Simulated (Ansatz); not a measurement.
# BClH2O2: the cost of one run

Method: PBE0-D4/def2-TZVP structures, single points in def2-TZVPP, no counterpoise correction; program: Ansatz 0.2.0, Gaussian basis.

Levels: SPW92, PBE-D4, BLYP-D4, r2SCAN-D4, B97M-V, PBE0-D4, B3LYP-D4, r2SCAN0-D4, BHLYP-D4, CAM-B3LYP-D4, wB97X-V, wB97M-V, B2PLYP, PBE-QIDH, RPA on PBE, Hartree-Fock, MP2, CCSD, CCSD(T).

Correlated methods freeze the cores. B3LYP uses VWN-RPA correlation. B2PLYP carries no dispersion term here.

94 further runs of the same task are left out: 94 set aside as unsound or not needed. Runs told in other sessions of the task aren't counted.

## 1. The system as given

The complex: 11 atoms, charge 0, spin multiplicity 1.

Atoms are counted from 1 here; the program's logs count them from 0.

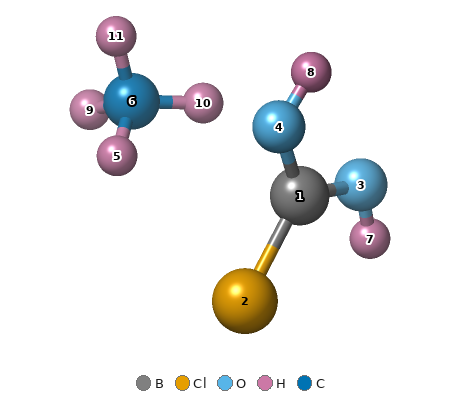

Start geometry, drawn with colours as in the key; atoms are numbered from 1 in the order of the file.

Coordinates:

```xyz
11
CH6BClO2
B    -0.66132    1.48513    0.03698
Cl    0.46032    2.36453   -1.01459
O    -1.75637    0.86816   -0.47442
O    -0.39558    1.45228    1.35835
H     1.54436   -0.66590   -0.26896
C     1.04786   -1.61456   -0.06561
H    -1.83774    0.96064   -1.42609
H    -1.05064    0.94462    1.84641
H     1.48661   -2.39460   -0.68731
H    -0.01537   -1.52897   -0.29036
H     1.17797   -1.87131    0.98540
```

Its parts: BClH₂O₂ holds atoms 1, 2, 3, 4, 7, 8; CH₄ holds atoms 5, 6, 9, 10, 11. Each part counts its atoms afresh in its own runs.

## 2. Relaxing BClH₂O₂ alone

relax-a/in.yaml reads:

```yaml
crystal:
  periodic: [false, false, false]
  atoms:
    - {symbol: B, position_ang: [-0.661316, 1.485128, 0.036977]}
    - {symbol: Cl, position_ang: [0.460323, 2.364534, -1.014592]}
    - {symbol: O, position_ang: [-1.756367, 0.868156, -0.474425]}
    - {symbol: O, position_ang: [-0.395580, 1.452279, 1.358354]}
    - {symbol: H, position_ang: [-1.837739, 0.960636, -1.426085]}
    - {symbol: H, position_ang: [-1.050640, 0.944622, 1.846408]}
basis:
  gaussian: {orbitals: def2-TZVP}
hamiltonian: {xc: pbe0, dispersion: d4}
relax: {f_tol: 0.005, max_steps: 200}
```

Launch:

```
$ ansatz run in.yaml --threads 8 --pin off --events-out ev --progress --plain --max-ram 19148MiB
```

**Question.** How long does this run take on 8 threads of Arm Neoverse V1, shared host?

About 4.2 s.
